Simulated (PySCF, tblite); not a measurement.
**C₅H₁₀BNO: geometry, infrared bands and NMR shifts**

Aim: predict the infrared bands and NMR shifts of C₅H₁₀BNO (`CB(C)/N=C\CC=O`).

Programs: tblite 0.8.0 and PySCF 2.14.0, with density-fitted response routines of our own. Each step states its level of theory. These are calculated values for one molecule in the gas phase, unless marked as measured. Atoms are numbered from 0 throughout.

## 1. The molecule as given

18 atoms, charge 0, multiplicity 1; geometry from: force field or distance geometry start.

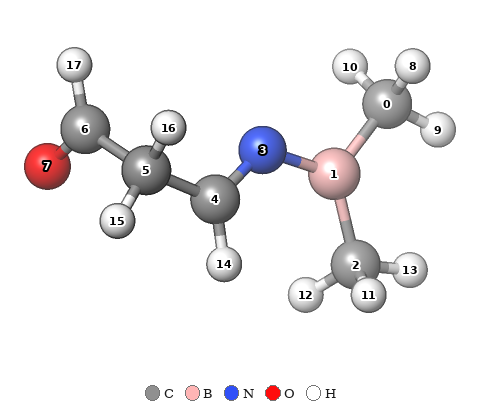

As it starts; carbon grey, boron pink, nitrogen blue, oxygen red, hydrogen white, atoms numbered.

## 2. Geometry optimisation with GFN2-xTB

What the job is given:

```
{"job": {"kind": "relax", "xc": "GFN2-xTB", "basis": "xTB"}, "charge": 0, "multiplicity": 1}
C     -2.001400    -1.661600     0.687900
B     -1.276900    -0.466000    -0.079400
C     -1.982500     0.261700    -1.288700
N      0.114400    -0.060200     0.385800
C      0.808100     0.874900    -0.132600
C      2.165500     1.200800     0.392700
C      3.124900     0.078300     0.134500
O      3.446700    -0.214400    -0.999400
H     -2.126200    -1.395100     1.760000
H     -3.014300    -1.849700     0.251700
H     -1.401100    -2.582600     0.607600
H     -2.114900     1.340000    -1.055900
H     -1.380400     0.153300    -2.197700
H     -2.989300    -0.174200    -1.481200
H      0.422800     1.468500    -0.971300
H      2.551000     2.123900    -0.080900
H      2.101900     1.394100     1.491200
H      3.542900    -0.485400     0.970800
```

On the command line:

```bash
OMP_NUM_THREADS=1 python probes_run.py task.json out
```

The driver reads the jobs from task.json and runs them one after another.

**Question.** This job is followed by: GFN2-xTB harmonic vibrations, gas phase; GIAO PBE0/pcSseg-1 NMR shielding, non-relativistic, gas phase. What will the session give for the following? strongest single infrared mode (GFN2-xTB); zero-point energy (GFN2-xTB); 13C shifts against TMS (PBE0/pcSseg-1, means over atoms taken as alike); 1H shifts against TMS (PBE0/pcSseg-1, means over atoms taken as alike); 11B shifts against BF3·OEt2 (PBE0/pcSseg-1); 15N shifts against NH3 (PBE0/pcSseg-1); 17O shifts against H2O (PBE0/pcSseg-1).

The runs gave:

```
                                                               quantity                        value
                              strongest single infrared mode (GFN2-xTB)        1785 cm⁻¹, 563 km/mol
                                           zero-point energy (GFN2-xTB)                89.9 kcal/mol
13C shifts against TMS (PBE0/pcSseg-1, means over atoms taken as alike)  199.2, 138.5, 60.0, 5.2 ppm
 1H shifts against TMS (PBE0/pcSseg-1, means over atoms taken as alike)   9.70, 7.45, 3.21, 0.49 ppm
                            11B shifts against BF3·OEt2 (PBE0/pcSseg-1)                     27.6 ppm
                                 15N shifts against NH3 (PBE0/pcSseg-1)                    411.6 ppm
                                 17O shifts against H2O (PBE0/pcSseg-1)                    720.3 ppm
```

What this shows: The optimisation took 212 steps and gained 1.176 eV; among the close pairs (by a distance rule), B1–N3 changed most, from 1.522 to 1.346 Å. No mode is imaginary among the 48: a minimum at this level. The strongest single mode, at 1785 cm⁻¹, moves mainly C6 and O7. GFN2-xTB is a fitted tight-binding method: band positions and strengths are rough. Its intensities can rank the bands wrongly. C6 (aldehyde carbonyl carbon) lies farthest downfield among carbon, at 199.2 ppm; the double bond to the heteroatom, with no lone-pair donor beside it, deshields it most. H17 (hydrogen on an aldehyde carbonyl carbon) lies farthest downfield among hydrogen, at 9.70 ppm; the formyl region, downfield of aromatic protons. At PBE0/pcSseg-1: Shielding is most anisotropic at O7 (span 1369 ppm, paramagnetic term -776 ppm).
